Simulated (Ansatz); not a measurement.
**ClGe₂H₆N (SMILES [NH2][GeH]([Cl])[GeH3]): density, localisation and related maps**

Input file:

```
crystal:
  periodic: [false, false, false]
  atoms:
    - { symbol: "N", position_ang: [-0.4199, 0.8282, -1.6374] }
    - { symbol: Ge, position_ang: [0.6973, 0.2908, -0.3192] }
    - { symbol: Cl, position_ang: [2.2148, -0.9355, -1.2157] }
    - { symbol: Ge, position_ang: [-0.4354, -0.9783, 1.2954] }
    - { symbol: H, position_ang: [0.0884, 1.474, -2.3096] }
    - { symbol: H, position_ang: [-1.171, 1.5053, -1.1844] }
    - { symbol: H, position_ang: [1.3732, 1.5235, 0.3775] }
    - { symbol: H, position_ang: [-1.1121, -2.2001, 0.5975] }
    - { symbol: H, position_ang: [-1.6166, -0.0918, 1.9681] }
    - { symbol: H, position_ang: [0.4644, -1.4673, 2.4307] }
basis:
  gaussian: { orbitals: def2-SVP }
hamiltonian:
  xc: pbe
  dispersion: d4
relax:
  f_tol: 0.015
  max_steps: 40
output:
  orbitals: {}
```

Launched as:

```sh
ansatz run input.yaml --threads 2 --pin off --max-ram 3072MiB --backend cpu --events-out ev --progress --plain --runs-dir out
```

The fields are those of the run's last geometry, not of the input's.

Method: Ansatz 0.2.0, RKS PBE-D4/def2-SVP.

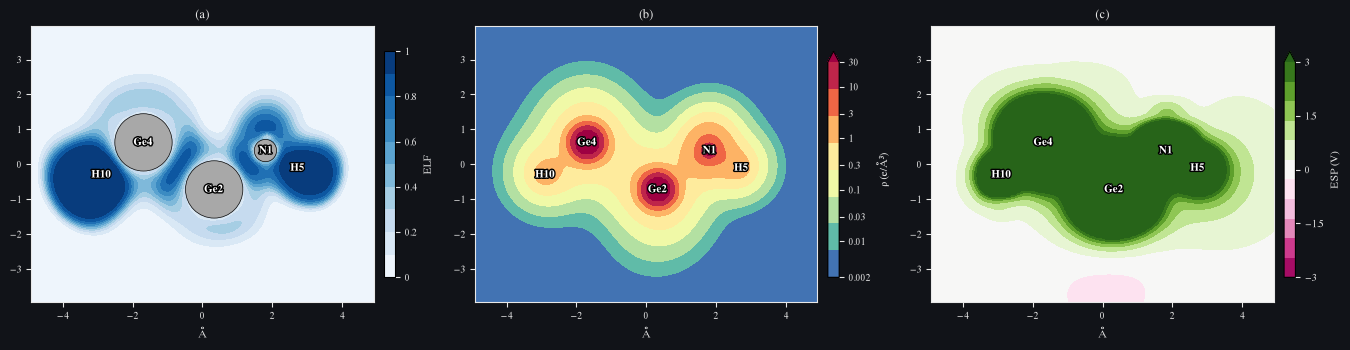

Figure 1. (a) ELF; (b) total electron density; (c) molecular electrostatic potential on the plane of atoms N1, Ge2 and Ge4. Grey discs cover the atomic cores in the ELF map.

What does the map show?

Answer. The plane passes through N, Ge and H nuclei. Ge–N (1.84 Å): ρ at the midpoint is about 0.95 e/Å³; the ELF peaks at about 0.85 in the valence shell of N, 0.6 Å from its nucleus, and is about 0.45 at the midpoint. Ge–Ge (2.43 Å): ρ is about 0.57 e/Å³ halfway; the ELF peaks at about 0.85 between the atoms: a shared electron pair. N–H (1.03 Å): ρ is about 2.7 e/Å³ halfway; the ELF climbs to about 1 towards the hydrogen, as it does in any bond to H; a covalent bond by its length. Ge–H (1.55 Å): ρ is about 1 e/Å³ halfway; the ELF climbs to about 1 towards the hydrogen. Outside the dense part of the molecule the potential is most negative (−0.4 V) near Cl3, which lies off the plane.

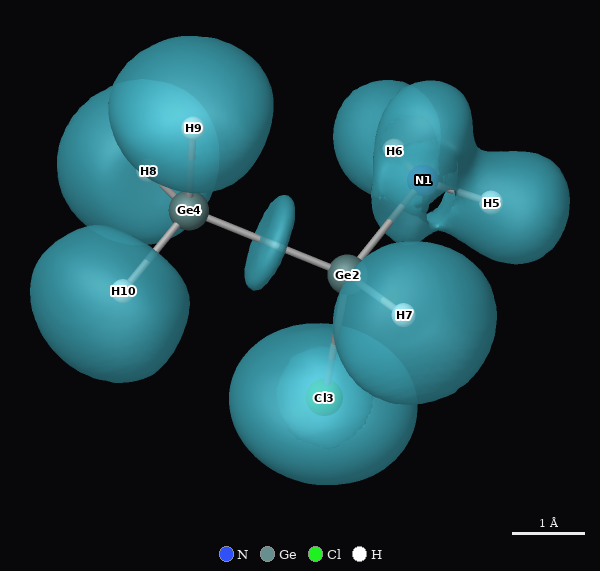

Figure 2. Isosurface of the ELF at 0.75 (cyan), seen at a tilt. Only the valence region is drawn (cores and ρ < 0.01 e/Å³ removed).

Where are the electrons localised?

Answer. The ELF exceeds this value in one region between bonded Ge–Ge atoms (shared pairs), four regions around hydrogen nuclei, one region wrapped around Cl (its valence shell) and one joined region spread over several atoms (H, N), in which their bonds and any lone pairs are merged.


 Ge–Cl (2.22 Å): the ELF peaks at about 0.85 in the valence shell of Cl, 0.8 Å from its nucleus, and is about 0.60 at the midpoint.

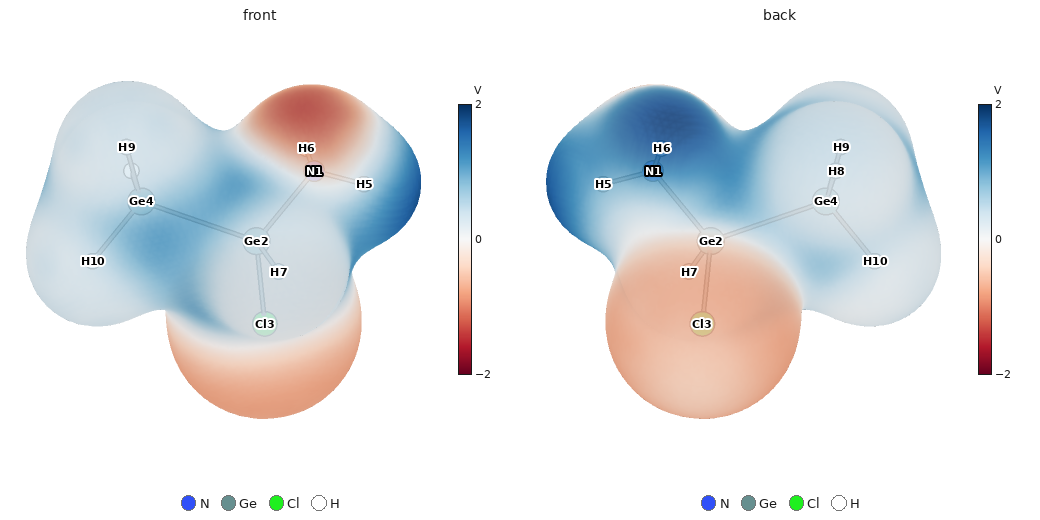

Figure 3. The molecular electrostatic potential painted on the density surface at 0.002 e/bohr³, seen from the front and from behind; the colour scale runs from red (negative) to blue (positive).

Describe the electrostatic potential map.

Answer. The most negative region (about −1.2 V, or −28 kcal/mol for a unit charge) lies over N1, the most positive (about +1.7 V, or +39 kcal/mol for a unit charge) over H5 and H6. N1 is the likeliest acceptor of a hydrogen bond.

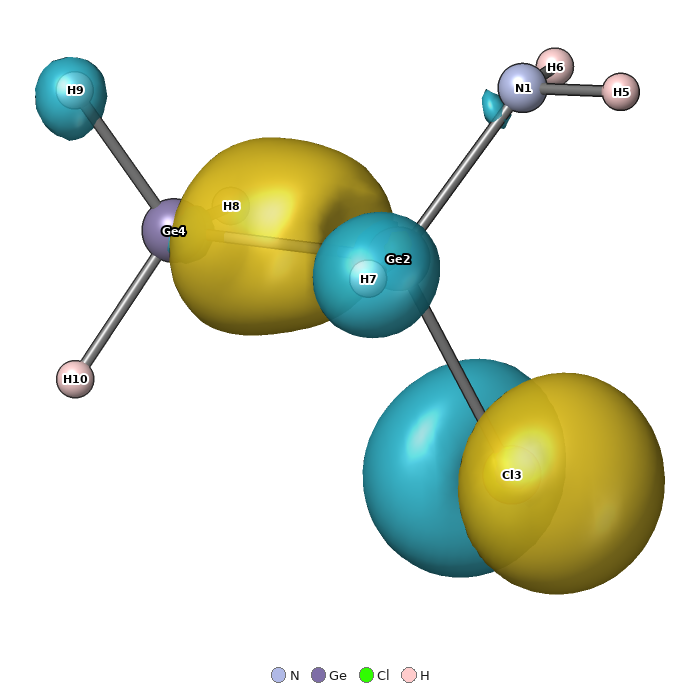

Figure 4. The HOMO−1 at ±0.15 Å⁻³ᐟ² (yellow and cyan are the two phases), seen at a tilt.

Where does this orbital lie, and at what energy?

Answer. By Hirshfeld shares it lies mainly on Cl3 (about 55 %), Ge4 (about 15 %) and Ge2 (about 15 %). Its energy is −6.61 eV.
